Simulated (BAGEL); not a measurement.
# SnSiH6 (SMILES [SiH3][SnH3]), step by step

Wanted: a single-point energy (HF/x2c-SVPall), then a single-point energy (NEVPT2(2,2)/x2c-SVPall) of SnSiH6. 

The calculation is run with BAGEL 1.2.2.

## 1. The system as given

The species is SnSiH6 (8 atoms), meant as a singlet with charge 0. As SMILES, `[SiH3][SnH3]`. One bond was lengthened or shortened from a relaxed shape.

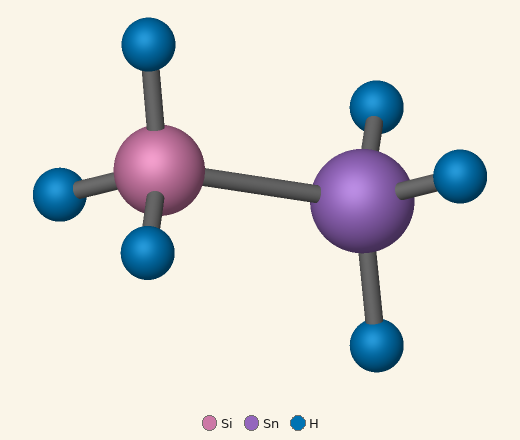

The structure, seen from a chosen angle (silicon pink, tin purple, hydrogen blue).

## 2. A single-point energy at HF/x2c-SVPall (DKH2, density fitting with AutoAux) (run 1)

File hf.json:

```json
{ "bagel" : [

{
  "title" : "molecule",
  "basis" : "x2c-svpall.json",
  "df_basis" : "x2c-svpall-autoaux.json",
  "angstrom" : false,
  "dkh" : true,
  "geometry" : [
    { "atom" : "Si", "xyz" : [    -1.22094260,     0.63041075,    -1.91018619 ] },
    { "atom" : "Sn", "xyz" : [     1.11022355,     0.15665641,     2.30314718 ] },
    { "atom" : "H", "xyz" : [    -3.95821089,     1.07241769,    -1.45740781 ] },
    { "atom" : "H", "xyz" : [    -0.92444457,    -1.70018848,    -3.45069093 ] },
    { "atom" : "H", "xyz" : [    -0.18102631,     2.80567449,    -3.35242517 ] },
    { "atom" : "H", "xyz" : [     0.85113265,     2.42999882,     3.81592396 ] },
    { "atom" : "H", "xyz" : [     4.25567268,    -0.37492355,     1.81748756 ] },
    { "atom" : "H", "xyz" : [    -0.07822521,    -2.31926276,     3.99728665 ] }
  ]
},

{ "title" : "hf" },

{ "title" : "print", "file" : "orbitals.molden", "orbitals" : true }

]}
```

The basis set x2c-SVPall is read from a file made from the Basis Set Exchange's data (not shown).

Command:

```console
$ BAGEL_NUM_THREADS=1 BAGEL hf.json > hf.out
```

The log of the run:

```text
* using 1 threads per process

  ===============================================================
  ===============================================================

  *** Geometry ***

  { "atom" : "Si", "xyz" : [     -1.220943,      0.630411,     -1.910186 ] },
  { "atom" : "Sn", "xyz" : [      1.110224,      0.156656,      2.303147 ] },
  { "atom" : "H", "xyz" : [     -3.958211,      1.072418,     -1.457408 ] },
  { "atom" : "H", "xyz" : [     -0.924445,     -1.700188,     -3.450691 ] },
  { "atom" : "H", "xyz" : [     -0.181026,      2.805674,     -3.352425 ] },
  { "atom" : "H", "xyz" : [      0.851133,      2.429999,      3.815924 ] },
  { "atom" : "H", "xyz" : [      4.255673,     -0.374924,      1.817488 ] },
  { "atom" : "H", "xyz" : [     -0.078225,     -2.319263,      3.997287 ] },

  Number of auxiliary basis functions:      646

  Since a DF basis is specified, we compute 2- and 3-index integrals:
    o Being stored without compression. Storage requirement is 0.036 GB

  Number of basis functions:       84
  Number of electrons      :       70

    * METHOD: MOLECULE                             0.39

  *** RHF ***

  === Nuclear Repulsion ===
   241.1528288093

      * DIIS with orbital gradients will be used.

  === RHF iteration (x2c-svpall.json) ===
      0      -6464.32406023          0.00615087           0.16
      1      -6464.35918545          0.00171170           0.15
      2      -6464.36217954          0.00033406           0.15
      3      -6464.36228168          0.00005953           0.15
      4      -6464.36228752          0.00000853           0.15
      5      -6464.36228764          0.00000202           0.15
      6      -6464.36228765          0.00000055           0.14
      7      -6464.36228765          0.00000008           0.15
      8      -6464.36228765          0.00000002           0.14
      9      -6464.36228765          0.00000000           0.15
    * SCF iteration converged.

    * Permanent dipole moment:
           (    0.053827,    -0.171448,    -0.045961) a.u.

    * METHOD: HF                                   1.99

    * METHOD: PRINT                                0.02

  ===============================================================
```

Run time: 2.5 s. Hardware: 1 thread of Arm Neoverse V1, shared host; peak memory 0.17 GiB.

## 3. A single-point energy at NEVPT2(2,2)/x2c-SVPall (DKH2, density fitting with AutoAux) (run 2)

File calc.json:

```json
{ "bagel" : [

{
  "title" : "molecule",
  "basis" : "x2c-svpall.json",
  "df_basis" : "x2c-svpall-autoaux.json",
  "dkh" : true,
  "geometry" : [
    { "atom" : "Si", "xyz" : [ -1.22094260,  0.63041075, -1.91018619 ] },
    { "atom" : "Sn", "xyz" : [  1.11022355,  0.15665641,  2.30314718 ] },
    { "atom" : "H", "xyz" : [ -3.95821089,  1.07241769, -1.45740781 ] },
    { "atom" : "H", "xyz" : [ -0.92444457, -1.70018848, -3.45069093 ] },
    { "atom" : "H", "xyz" : [ -0.18102631,  2.80567449, -3.35242517 ] },
    { "atom" : "H", "xyz" : [  0.85113265,  2.42999882,  3.81592396 ] },
    { "atom" : "H", "xyz" : [  4.25567268, -0.37492355,  1.81748756 ] },
    { "atom" : "H", "xyz" : [ -0.07822521, -2.31926276,  3.99728665 ] }
  ]
},
{ "title" : "hf" },
{ "title" : "casscf", "nstate" : 1, "nact" : 2, "nclosed" : 34, "active" : [33, 37], "maxiter" : 200, "natocc" : true },
{ "title" : "nevpt2", "nstate" : 1, "nact" : 2, "nclosed" : 34, "active" : [33, 37], "maxiter" : 200, "natocc" : true, "ncore" : 23 },
{ "title" : "print", "file" : "orbitals.molden", "orbitals" : true }

]}
```

The basis set x2c-SVPall is read from a file made from the Basis Set Exchange's data (not shown).

Command:

```console
$ BAGEL_NUM_THREADS=1 BAGEL calc.json > calc.out
```

The log of the run:

```text
* using 1 threads per process

  ===============================================================
  ===============================================================

  *** Geometry ***

  { "atom" : "Si", "xyz" : [     -1.220943,      0.630411,     -1.910186 ] },
  { "atom" : "Sn", "xyz" : [      1.110224,      0.156656,      2.303147 ] },
  { "atom" : "H", "xyz" : [     -3.958211,      1.072418,     -1.457408 ] },
[... 4 lines of this table left out ...]
  { "atom" : "H", "xyz" : [     -0.078225,     -2.319263,      3.997287 ] },

  Number of auxiliary basis functions:      646

  Since a DF basis is specified, we compute 2- and 3-index integrals:
    o Being stored without compression. Storage requirement is 0.036 GB

  Number of basis functions:       84
  Number of electrons      :       70

    * METHOD: MOLECULE                             0.39

  *** RHF ***

[... 11 lines left out ...]
    * SCF iteration converged.
[... 1 line left out ...]
    * Permanent dipole moment:
[... 27 lines left out ...]
    * Second-order optimization converged. *

     guess   0:   closed 1.                   open ..

  === FCI iteration ===

      0  0     -6464.36216623     6.80e-02      0.00
      1  0     -6464.37453031     1.10e-03      0.00
      2  0 *   -6464.37453591     2.51e-16      0.00

     * ci vector, state   0, <S^2> = 0.0000
       2.     0.9958885989
       .2    -0.0905864155

    * METHOD: CASSCF                               7.96

    * freezing 23 orbitals

  === DF-NEVPT2 calculation ===

    * 3-index integral transformation done
    * assembly done

      NEVPT2 correlation energy:   -0.2518912219      0.12

          (+0)     -0.1818526579
          (+0)'    -0.0341331494
          (+1)     -0.0049476263
          (+1)'    -0.0049977716
          (+2)     -0.0001781190
          (-1)     -0.0146505211
          (-1)'    -0.0018272450
          (-2)     -0.0093041315

      NEVPT2 total energy:       -6464.6264271325

    * METHOD: NEVPT2                               0.34

    * METHOD: PRINT                                0.02

  ===============================================================
```

Run time: 11 s. Hardware: 1 thread of Arm Neoverse V1, shared host; peak memory 0.18 GiB.

## 4. Summary of results

| quantity | value |
| --- | --- |
| run 1, HF/x2c-SVPall: total energy | -6464.36229 Eh |
| run 1, HF/x2c-SVPall: dipole moment | 0.47 D |
| run 1, HF/x2c-SVPall: HOMO energy | -10.41 eV |
| run 1, HF/x2c-SVPall: LUMO energy | 3.45 eV |
| run 1, HF/x2c-SVPall: HOMO–LUMO gap | 13.86 eV |
| run 2, NEVPT2(2,2)/x2c-SVPall: total energy | -6464.62643 Eh |
